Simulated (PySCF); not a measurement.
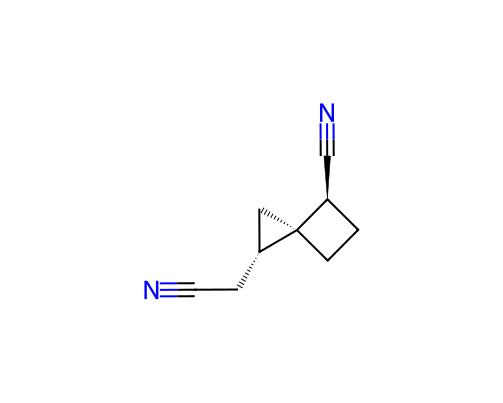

2D structure.

**Transcribe the drawing into SMILES.**

N#CC[C@@H]1C[C@]12CC[C@@H]2C#N

**Give the formula, hydrogens included.**

C9H10N2.

**An optimisation with GFN2-xTB gave a structure of which point group?**

C1.

More results for the same structure follow; atom numbers are the same in all pictures, views and colours differ. Computed geometry: GFN2-xTB optimisation. No frequency run is at hand to confirm it as a minimum.

Geometry

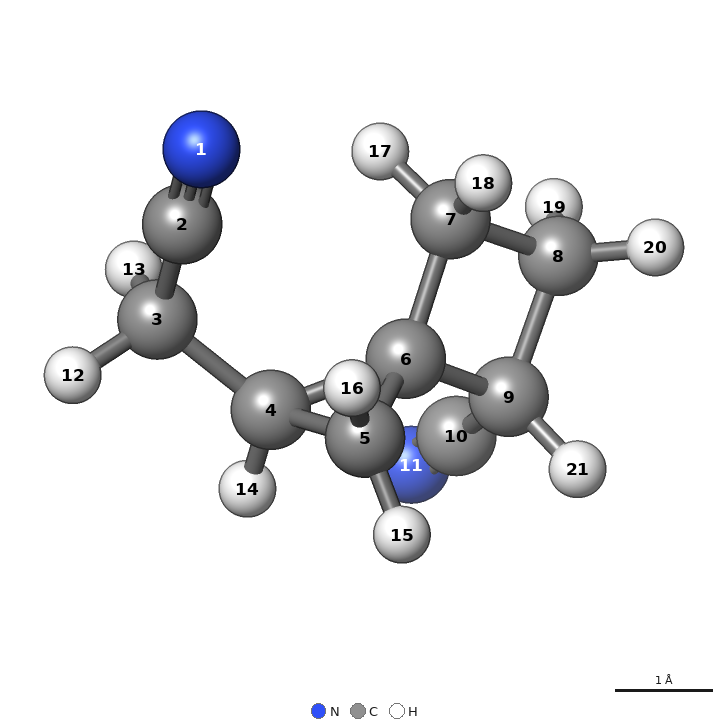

No frequency run is at hand to confirm it as a minimum.

**What is the geometry at C2?**

C2 has 2 neighbours (N1 at 1.14, C3 at 1.44 Å); the arrangement is linear.

**How are the neighbours of atom 3 arranged?**

C3 has 4 neighbours (C2 at 1.44, C4 at 1.52, H12 at 1.10, H13 at 1.10 Å); the arrangement is tetrahedral.

**What is the geometry at C10?**

C10 has 2 neighbours (C9 at 1.43, N11 at 1.14 Å); the arrangement is linear.

**What is the dihedral angle C3–C4–C6–C5?**

110° in size, that is anticlinal.

Ring current

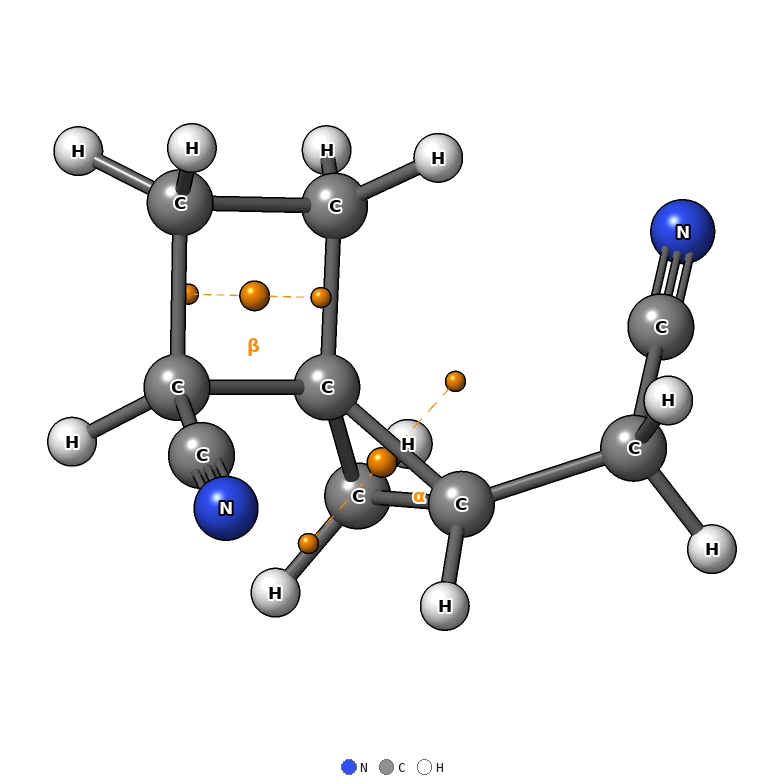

The small points mark where nucleus-independent chemical shifts (NICS) were computed: at the centre of each lettered ring and 1 Å above and below it. No frequency run is at hand to confirm it as a minimum. Level of theory: GIAO PBE0/pcSseg-1 NMR shielding, non-relativistic, gas phase (PySCF 2.14.0).

Give NICS(0), NICS(1) and the out-of-plane component NICS(1)zz for each ring (means of the two sides).

```
ring  members  NICS(0)  NICS(1)  NICS(1)zz
   α       C3    −43.9     −9.1      −21.7
   β       C4      0.5      0.5        4.7
```

Values in ppm.

Dipole moment

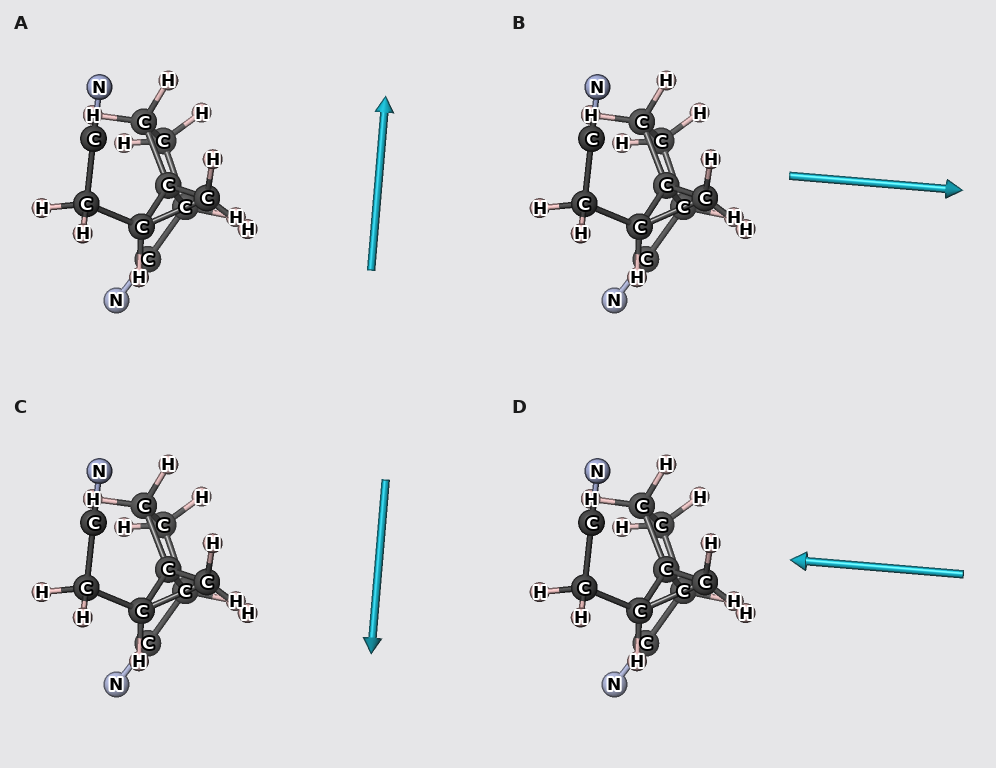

The same molecule four times, each with an arrow. No frequency run is at hand to confirm it as a minimum. Level of theory: PBE0/pcSseg-1, gas phase (PySCF 2.14.0).

**Which arrow points along the dipole moment, from the negative to the positive end?**

B. The dipole moment is 1.77 D.

NMR shielding

The questions are on isotropic NMR shieldings of the C atoms. No frequency run is at hand to confirm it as a minimum. Properties computed with GIAO PBE0/pcSseg-1 NMR shielding, non-relativistic, gas phase (PySCF 2.14.0).

List the isotropic NMR shieldings of the C atoms.

| atom | σ (ppm) |
| --- | --- |
| C2 | 64.3 |
| C3 | 169.0 |
| C4 | 166.8 |
| C5 | 166.5 |
| C6 | 162.1 |
| C7 | 161.1 |
| C8 | 164.2 |
| C9 | 158.3 |
| C10 | 60.5 |
